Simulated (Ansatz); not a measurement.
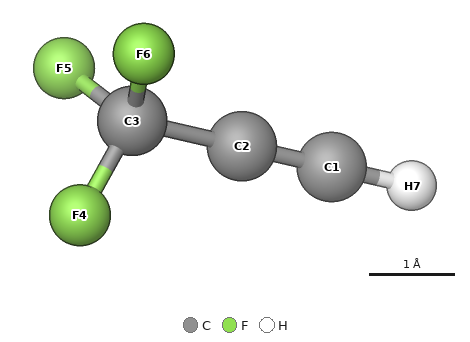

Figure 1. The structure as given in the input (ball-and-stick view, seen at a tilt; atoms are numbered from 1 in the order of the input).

Single-point calculation of C$_{3}$HF$_{3}$

System: C$_{3}$HF$_{3}$, SMILES C#CC(F)(F)F.
Method: RKS wB97M-V/def2-TZVPPD (Ansatz 0.2.0).

The geometry comes from this level: PBE0-D4/def2-TZVPPD.

**What the program printed**
```
Engine: ansatz 0.2.0, aarch64-unknown-linux-gnu
Functional definition: wB97M-V
  parameter omega = 0.3/bohr
  parameter cx = 0.15
  parameter cx01 = 1.007
  parameter cx10 = 0.259
  parameter css00 = 0.443
  parameter css04 = -1.437
  parameter css10 = -4.535
  parameter css20 = -3.390
  parameter css43 = 4.278
  parameter cos00 = 1.000
  parameter cos10 = 1.358
  parameter cos20 = 2.924
  parameter cos21 = -8.812
  parameter cos60 = -1.390
  parameter cos61 = 9.142
  parameter b = 6.0
  parameter c = 0.01
  gx(w, u) = 1 - cx + cx01*u + cx10*w
  gss(w, u) = css00 + css04*u^4 + css10*w + css20*w^2 + css43*w^4*u^3
  gos(w, u) = cos00 + cos10*w + (cos20 + cos21*u)*w^2 + (cos60 + cos61*u)*w^6
  exchange = spin_sum(e_x_unif_sr(omega)*gx(b97_w, b97_u_x)) + cx*exact_x_sr(omega) + exact_x_lr(omega)
  correlation = spin_sum(e_c_pw_mod_same_spin*gss(b97_w, b97_u_same))
      + integral(e_c_pw_mod_opposite_spin*gos(b97_w_opposite, b97_u_opposite)) + vv10(b, c)
1172 factors; their error is unknown
322 factors; integrals over basis functions are off by at most 3.4e-5 eV
mean field evaluation 1: about -11273.2625 eV, gradient 5.2e1 eV
mean field evaluation 2: about -11274.2549 eV, gradient 5.0e1 eV
mean field evaluation 4: about -11277.7797 eV, gradient 2.6e0 eV
mean field evaluation 8: about -11277.7974 eV, gradient 3.7e-2 eV
mean field evaluation 16: about -11277.8026 eV, gradient 3.0e-5 eV
mean field -11277.80262284 eV, -414.4516020201 hartree, gradient 3.0e-5 eV, S^2 0.000000; 0 other end points of the search recorded, 0 dependent functions left out
reference -11277.80268554 eV, -414.4516043242 hartree; 23, 23 occupied and 225, 225 virtual orbitals, 1172 factors
Total energy: -11277.80268554 eV, -414.4516043242 hartree
```

This output came from the following input.

**The input**
```yaml
crystal:
  periodic: [false, false, false]
  atoms:
    - { symbol: C, position_ang: [2.27020952, 0.58252162, -0.43872032] }
    - { symbol: C, position_ang: [1.13205182, 0.29042738, -0.2185406] }
    - { symbol: C, position_ang: [-0.25857662, -0.06646561, 0.05044529] }
    - { symbol: F, position_ang: [-0.5882053, -1.21338398, -0.54944907] }
    - { symbol: F, position_ang: [-1.09420157, 0.8769359, -0.3919015] }
    - { symbol: F, position_ang: [-0.47450533, -0.21742221, 1.35984722] }
    - { symbol: H, position_ang: [3.28406748, 0.84270688, -0.63483101] }
basis:
  gaussian: { orbitals: def2-TZVPPD.json }
hamiltonian:
  xc: { name: wB97M-V }
```

Run as:
```bash
ansatz run input.yaml --threads 4 --pin off --max-ram 10240MiB --backend cpu --events-out ev --progress --plain --runs-dir out
```

**Results in brief**

```json
{"quantity": "outcome", "value": "converged"}
{"quantity": "total energy", "value": "−11277.8027 eV"}
{"quantity": "SCF solution under orbital rotations", "value": "stable"}
{"quantity": "hardware", "value": "4 threads of Arm Neoverse V2, 24 GiB of memory available, shared host"}
{"quantity": "wall time", "value": "7 s (CPU time 27 s)"}
{"quantity": "peak memory", "value": "0.59 GiB"}
```
